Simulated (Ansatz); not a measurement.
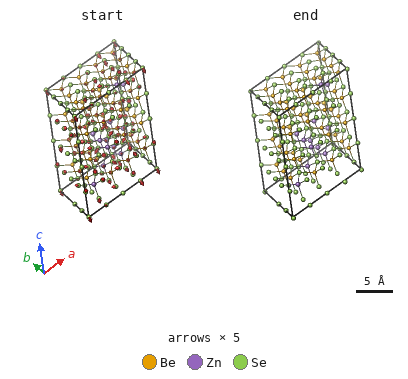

The structure of a crystal of Be₅₂Zn₁₂Se₆₄ (a generated structure, set up in P1) before (left) and after (right) a relaxation, at one scale. The red arrows give the displacements, 5 times their true length.

Style: ball-and-stick. Shown: the cell of the calculation (origin shifted), slightly off an axis.

All numbers below come from DFT, PBEsol, PAW, plane waves in Ansatz 0.2.0. Settings: plane-wave cutoff 420 eV; k-point mesh 1 × 1 × 1; mesh shifted by (0.5, 0.5, 0.5); no spin polarisation; cell relaxed at fixed shape; force threshold 0.03 eV/Å; at most 80 steps.

> Describe what moved and what it gained.

The energy falls by 6.569 eV per cell of the calculation in 5 geometry steps. The largest force component goes from 2.8 to 0.0097 eV/Å. Pressure: 1.41 GPa at the start and 0.00 GPa at the end. The largest move is that of a Se atom, 0.25 Å along [2 −1 1]. Largest moves by element: Se 0.25 Å, Be 0.13 Å, Zn 0.09 Å. The lattice vectors keep their values. Near-neighbour distances that change, for instance: Se–Zn 2.223 → 2.406 Å, Se–Zn 2.212 → 2.386 Å, Se–Zn 2.247 → 2.411 Å, Se–Zn 2.229 → 2.391 Å. Among the angles between lasting bonds that change: Be–Se–Be 108.6° → 118.3°, Zn–Se–Zn 109.9° → 100.3°, Zn–Se–Zn 109.2° → 100.2°. The space group stays P1 (No. 1).
